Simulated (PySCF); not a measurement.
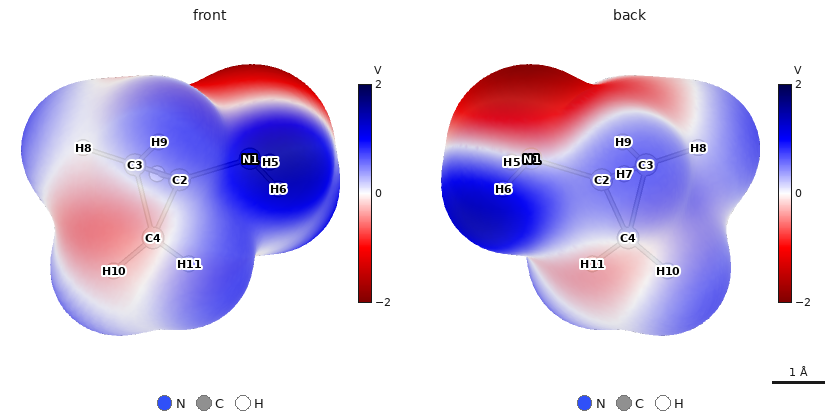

Figure. C$_{3}$H$_{7}$N (SMILES NC1CC1). The molecular electrostatic potential painted on the density surface at 0.002 e/bohr³, seen from the front and from behind; red is negative and blue positive.

Geometry: GFN2-xTB.

Method: PBE0/def2-SVPD, SCF density, gas phase (PySCF 2.14.0).

```xyz
11

N     1.4853    0.5199    0.3884
C     0.2433    0.4648   -0.3231
C    -1.0358    0.2737    0.4245
C    -0.5434   -0.8103   -0.4951
H     1.4639   -0.1010    1.1903
H     2.2555    0.2384   -0.2101
H     0.2393    1.1632   -1.1525
H    -1.8990    0.8492    0.1287
H    -0.9781    0.0971    1.4881
H    -1.0690   -0.9799   -1.4221
H    -0.1565   -1.7124   -0.0431
```

Describe the electrostatic potential map.

The most negative region (about −1.8 V, or −42 kcal/mol for a unit charge) lies over N1, the most positive (about +1.4 V, or +32 kcal/mol for a unit charge) over H5 and H6. N1 is the likeliest acceptor of a hydrogen bond.

How polar is the molecule by this calculation?

Its dipole moment is 1.18 D.
